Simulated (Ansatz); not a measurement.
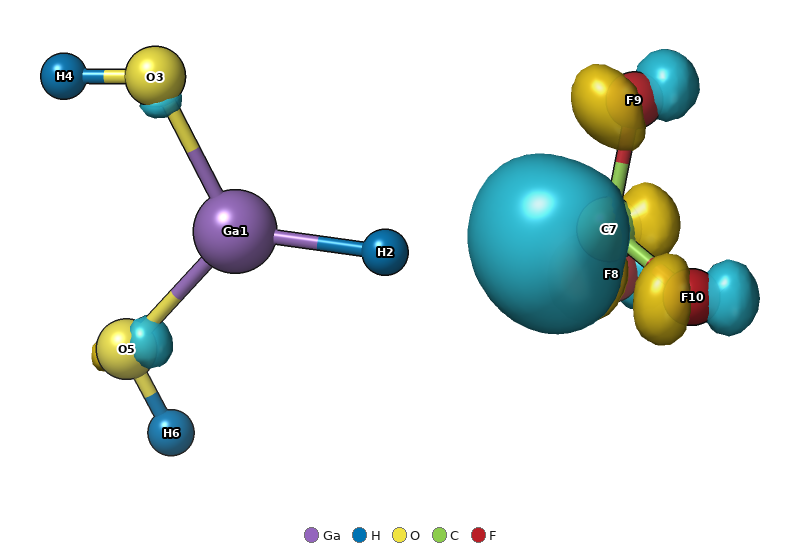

GaH₃O₂···CF₃ (doublet). The LUMO (β) at ±0.2 Å⁻³ᐟ² (yellow and cyan are the two phases), seen at a tilt.

Level of theory: UKS PBE/def2-SVP (Ansatz).

```yaml
atoms:
  - { symbol: Ga, position_ang: [0.0637, -0.1325, -0.0955] }
  - { symbol: H, position_ang: [-0.0819, 0.3911, 1.3789] }
  - { symbol: O, position_ang: [1.6907, -0.2582, -0.8475] }
  - { symbol: H, position_ang: [1.6335, -0.6364, -1.7459] }
  - { symbol: O, position_ang: [-1.2666, -0.6754, -1.1920] }
  - { symbol: H, position_ang: [-2.1438, -0.6035, -0.7725] }
  - { symbol: C, position_ang: [-0.0293, 0.1226, 3.6684] }
  - { symbol: F, position_ang: [-0.8020, -0.9573, 3.7549] }
  - { symbol: F, position_ang: [1.2267, -0.1646, 3.9830] }
  - { symbol: F, position_ang: [-0.5008, 1.1155, 4.4138] }
```

Describe this orbital and give its energy.

Answer. It lies mainly on C7 (about 50 %), F9 (about 10 %), F8 (about 10 %), F10 (about 10 %) and Ga1 (about 10 %). Its energy is −3.52 eV.
